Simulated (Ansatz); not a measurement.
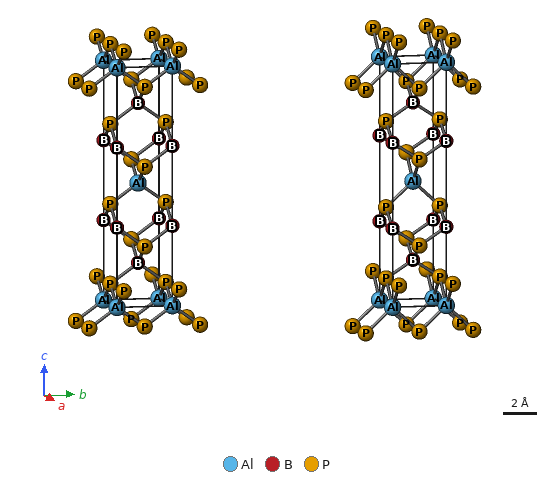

Two geometries of a crystal of AlB2P3 (a generated structure, set up in I-4m2) (coarse preliminary run), drawn at one scale. One is the start of a relaxation, the other its converged end. A ball-and-stick model of the conventional cell (2 times the calculation's cell), seen slightly off an axis. Lengths and directions refer to the drawn axes.

The calculation used Ansatz, DFT PBE, scalar-relativistic, plane waves, PAW. Set-up: plane-wave cutoff 420 eV; k-point mesh 8 × 8 × 8; occupations gaussian; smearing width 0.1 eV; no spin polarisation; cell and atoms relaxed; force threshold 0.04 eV/Å; at most 70 steps.

### Which of the two is the end point?

The right one is the relaxed one. Over 4 accepted moves (5 points after the start) the energy falls by 266 meV per atom. The largest force component goes from 4.9 to 0.0094 eV/Å. Pressure: 0.95 GPa at the start and −0.02 GPa at the end. At 1 point the geometry stayed and the basis and grid were re-selected for the new cell (energy shift of 0.2 meV per atom at most each time). The largest moves relative to the cell, 0.31 Å, are those of P atoms. Largest moves by element: P 0.31 Å, B 0.15 Å. Al stays in place. Cell: a = b 3.503 → 3.396 Å (−3.1 %), c 14.860 → 15.080 Å (+1.5 %). Volume −4.6 %. Some distances before and after: Al–P 2.145 → 2.309 Å, B–P 2.145 → 2.020 Å. Bond angles that change, for instance: P–Al–P 109.5° → 94.7°, Al–P–Al 109.5° → 94.7°, P–Al–P 109.5° → 117.3°. The space group stays I-4m2 (No. 119). Cost: 2.2 min on 1 thread of Intel(R) Xeon(R) Processor @ 2.50GHz (Skylake/Cascade Lake), with other jobs on the host, peak memory 0.4 GiB.
